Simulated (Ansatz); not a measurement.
```xyz
12

F    -0.9348   -1.1179    1.8291
C    -0.3613   -0.5913    0.7612
C    -0.5164    0.7056    0.5240
F    -1.2753    1.4207    1.3368
C     0.0736    1.5305   -0.5989
F    -0.7463    1.5761   -1.6496
F     0.2587    2.7755   -0.1716
F     1.2441    1.0513   -1.0038
C     0.4090   -1.6063   -0.0617
F    -0.0498   -2.8222    0.2116
F     0.2647   -1.3921   -1.3662
F     1.7109   -1.5850    0.2229
```

Geometry: PBE0-D4/def2-TZVP.

These are results of RKS PBE0-D4/def2-TZVPP (Ansatz), not measurements.

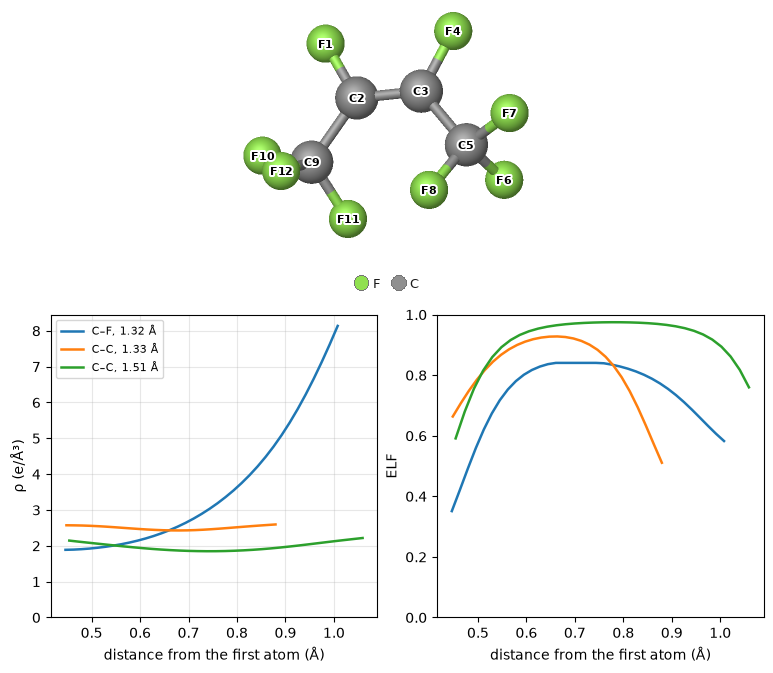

C$_{4}$F$_{8}$ (SMILES FC(=C(F)C(F)(F)F)C(F)(F)F). Electron density and electron localisation function along straight lines between neighbouring atoms. The curves leave out the atomic cores. The structure is drawn too.

**Compare the contacts.**

C–F (1.32 Å): ρ at the midpoint is about 2.4 e/Å³; the ELF peaks at about 0.85 between the atoms; a polar covalent bond.
C–C (1.33 Å): ρ is about 2.4 e/Å³ halfway; the ELF peaks at about 0.95 between the atoms (a short, multiple covalent bond).
C–C (1.51 Å): ρ at the midpoint is about 1.9 e/Å³; the ELF peaks at about 1 between the atoms; a shared electron pair.
